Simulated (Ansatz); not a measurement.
The calculation's input:

```
crystal:
  periodic: [false, false, false]
  atoms:
    - {symbol: Ge, position_ang: [-0.832203, 0.755761, -1.242996]}
    - {symbol: S, position_ang: [1.255318, 0.669085, -0.488252]}
    - {symbol: Ge, position_ang: [0.927317, -0.725156, 1.209806]}
    - {symbol: H, position_ang: [-1.295809, -0.649276, -1.661945]}
    - {symbol: H, position_ang: [-0.806060, 1.701838, -2.449022]}
    - {symbol: H, position_ang: [-1.763520, 1.296972, -0.145534]}
    - {symbol: H, position_ang: [0.374867, -2.062503, 0.689244]}
    - {symbol: H, position_ang: [2.299049, -0.921807, 1.865493]}
    - {symbol: H, position_ang: [-0.070261, -0.111314, 2.206106]}
basis:
  gaussian: {orbitals: def2-TZVPP}
hamiltonian: {xc: pbe0, dispersion: d4}
output: {orbitals: {seedname: orbitals}}
```

Run with:

```sh
ansatz run in.yaml --threads 4 --pin off --events-out ev --progress --plain --max-ram 10444MiB
```

Geometry: PBE0-D4/def2-TZVP.

Theory: RKS PBE0-D4/def2-TZVPP in Ansatz 0.2.0.

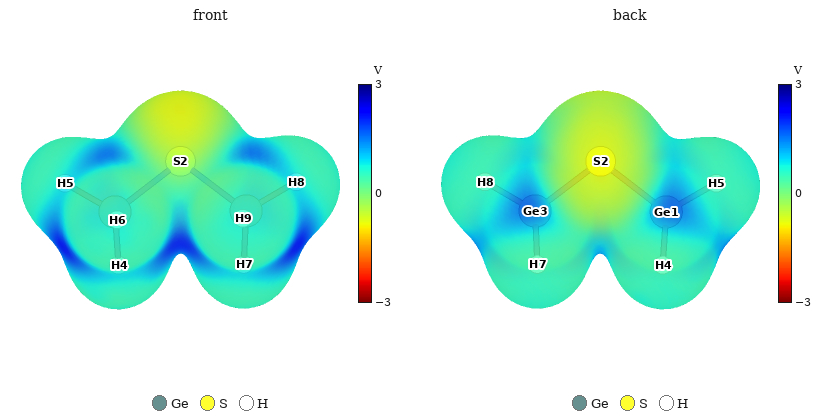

Ge2H6S (SMILES [GeH3][S][GeH3]). The electrostatic potential painted on the density surface at 0.004 e/bohr³, seen from the front and from behind; the colour scale runs from red (negative) to blue (positive).

Question: Describe the electrostatic potential map.

Answer: The most negative region (about −0.8 V, or −18 kcal/mol for a unit charge) lies over S2, the most positive (about +2.2 V, or +51 kcal/mol for a unit charge) over Ge1 and Ge3.
